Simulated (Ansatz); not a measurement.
## AlH₅SO₂: frequency calculation

System: AlH₅SO₂.
Method: RKS BLYP-D4/6-31G* (Ansatz 0.2.0).

It belongs to a series of runs on one base structure; here: vibrations at the highest image of the band. Figures and captions count atoms from 1; the log counts them from 0 in places.

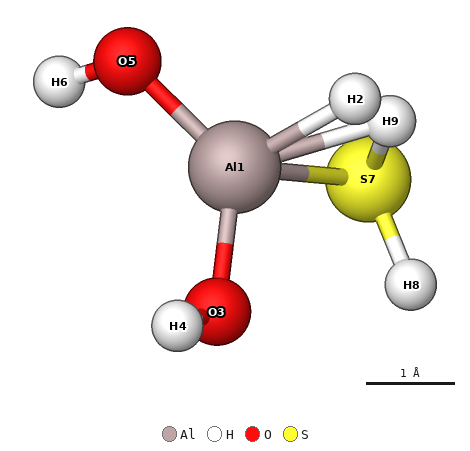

Figure 1. The structure as given in the input (ball-and-stick view, seen at a tilt; atoms are numbered from 1 in the order of the input). Sticks mark near contacts. Bond lengths as drawn: Al–H 1.71 to 1.90 Å, Al–O 1.73 Å, Al–S 2.43 Å, H–O 0.98 Å and H–S 1.36 to 1.62 Å.

## Input
```yaml
crystal:
  periodic: [false, false, false]
  atoms:
    - { symbol: Al, position_ang: [-0.02783, 0.092522, 0.190742] }
    - { symbol: H, position_ang: [-0.16931, -0.342867, 1.841261] }
    - { symbol: O, position_ang: [1.601169, 0.18127, -0.395741] }
    - { symbol: H, position_ang: [2.017538, -0.650459, -0.693228] }
    - { symbol: O, position_ang: [-1.412578, -0.554479, -0.619488] }
    - { symbol: H, position_ang: [-1.588733, -0.234765, -1.525529] }
    - { symbol: S, position_ang: [-0.405384, 2.275046, 1.186943] }
    - { symbol: H, position_ang: [0.932899, 2.473768, 1.362757] }
    - { symbol: H, position_ang: [-0.32927, 0.832464, 1.915283] }
basis:
  gaussian: { orbitals: "6-31G*" }
hamiltonian:
  xc: blyp
  dispersion: d4
phonons: {}
```

Launch command:
```bash
ansatz run input.yaml --threads 1 --pin off --max-ram 2048MiB --backend cpu --events-out ev --progress --plain --runs-dir out
```

## The program's output
```
Engine: ansatz 0.2.0, aarch64-unknown-linux-gnu
Functional definition: BLYP
  parameter beta = 0.0042
  parameter a = 0.04918
  parameter b = 0.132
  parameter c = 0.2533
  parameter d = 0.349
  exchange = b88_x(beta = beta)
  correlation = lyp_c(a = a, b = b, c = c, d = d)
920 factors; their error is unknown
mean field evaluation 1: about -21594.6621 eV, gradient 8.6e1 eV
mean field evaluation 2: about -21452.5343 eV, gradient 2.3e2 eV
mean field evaluation 4: about -21605.8241 eV, gradient 2.4e1 eV
mean field evaluation 8: about -21607.6941 eV, gradient 3.0e-1 eV
mean field evaluation 16: about -21607.6589 eV, gradient 4.7e-5 eV
mean field -21607.65889120 eV, -794.0668180545 hartree, gradient 4.7e-5 eV, S^2 0.000000; 0 other end points of the search recorded, 0 dependent functions left out
the calculation of the forces begins
reference -21607.65925531 eV, -794.0668314353 hartree; 25, 25 occupied and 53, 53 virtual orbitals, 920 factors
these checks for a lower state are left out or cut short: stability, starts, cluster_reference, orbital_swaps, neighbouring_geometries, increment
920 factors; their error is unknown
mean field -21607.65877104 eV, -794.0668136385 hartree, gradient 2.8e-6 eV, S^2 0.000000; 0 other end points of the search recorded, 0 dependent functions left out
[... from here on the field's lines of each further geometry are left out, up to the last ...]
the calculation of the forces begins
reference -21607.65925405 eV, -794.0668313889 hartree; 25, 25 occupied and 53, 53 virtual orbitals, 920 factors
these checks for a lower state are left out or cut short: stability, starts, cluster_reference, orbital_swaps, neighbouring_geometries, increment
920 factors; their error is unknown
mean field -21607.65885173 eV, -794.0668166040 hartree, gradient 1.9e-6 eV, S^2 0.000000; 0 other end points of the search recorded, 0 dependent functions left out
the calculation of the forces begins
reference -21607.65921583 eV, -794.0668299841 hartree; 25, 25 occupied and 53, 53 virtual orbitals, 920 factors
WARN: phonons: modes at or below zero, which the zero-point energy, F, S and C_V leave out: 1, the lowest at -988.59 cm⁻¹. A minimum has none, and a first-order saddle one
Total energy: -21608.02981872 eV, -794.0804493892 hartree
Atom 0 at    -0.027830     0.092522     0.190742 Å, force     0.005434     0.001812     0.001263 eV/Å
Atom 1 at    -0.169310    -0.342867     1.841261 Å, force    -0.001323    -0.000665     0.000364 eV/Å
Atom 2 at     1.601169     0.181270    -0.395741 Å, force    -0.003867    -0.003319    -0.000556 eV/Å
Atom 3 at     2.017538    -0.650459    -0.693228 Å, force     0.000858     0.002357    -0.000042 eV/Å
Atom 4 at    -1.412578    -0.554479    -0.619488 Å, force     0.001629     0.003694    -0.003919 eV/Å
Atom 5 at    -1.588733    -0.234765    -1.525529 Å, force    -0.002160    -0.002637     0.002724 eV/Å
Atom 6 at    -0.405384     2.275046     1.186943 Å, force     0.000035    -0.003017    -0.001261 eV/Å
Atom 7 at     0.932899     2.473768     1.362757 Å, force    -0.000906    -0.001364     0.000815 eV/Å
Atom 8 at    -0.329270     0.832464     1.915283 Å, force     0.000300     0.003140     0.000612 eV/Å
Dipole moment:     0.235316    -0.002702    -0.121148 e Å
Vibrations: -988.59 120.47 183.75 202.27 266.81 290.02 335.89 400.39 548.35 652.01 662.84 707.23 750.27 893.06 951.38 1238.42 1311.32 1631.70 2577.98 3671.21 3674.21 cm⁻¹, zero-point energy 1.306148 eV
```

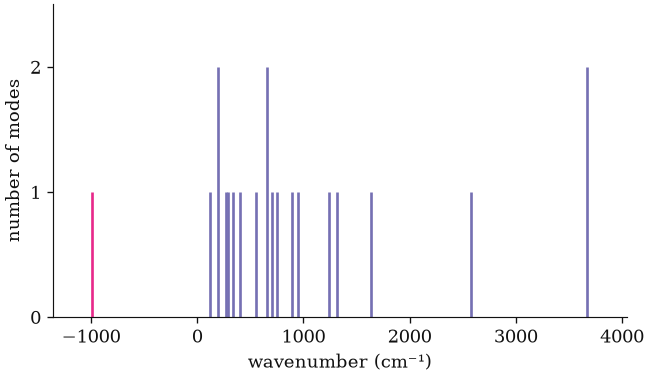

Figure 2. Harmonic vibrational wavenumbers from the force constants; neighbouring modes closer than 21 cm⁻¹ are counted in one stick, and imaginary ones are drawn at negative wavenumbers. 21 modes from 989i to 3674 cm⁻¹, 1 imaginary beyond 8i (989i cm⁻¹): a first-order saddle point, if the geometry is stationary.

## Results in brief

| quantity | value |
| --- | --- |
| outcome | converged |
| total energy | −21608.0298 eV |
| mean-field energy | −21607.6593 eV |
| largest force (length of the vector) | 0.006 eV/Å |
| hardware | 1 thread of Arm Neoverse V1, 24 GiB of memory available, shared host |
| wall time | 87 s |
| peak memory | 0.11 GiB |
